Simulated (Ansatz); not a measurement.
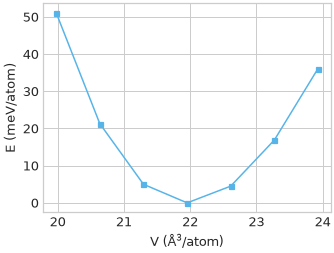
Figure: InAs (rock salt, Fm-3m) under volume change, the program Ansatz at the LDA level (PAW), scaled uniformly.

Task: What does a third-order Birch–Murnaghan fit give for V₀, B₀ and B′?

Result: V₀ = 21.95 Å³/atom, B₀ = 76.8 GPa, B′ = 4.8.

The workflow started from a Materials Project entry (that database holds measured and hypothetical structures alike); the Crystallography Open Database copy checked does not list it. It is not the phase usual at ambient conditions (space group No. 216). Symmetry was held in the LDA relaxation; of distortions, only those at the zone centre were tested.

Potentials: the later of the program's two PAW sets.
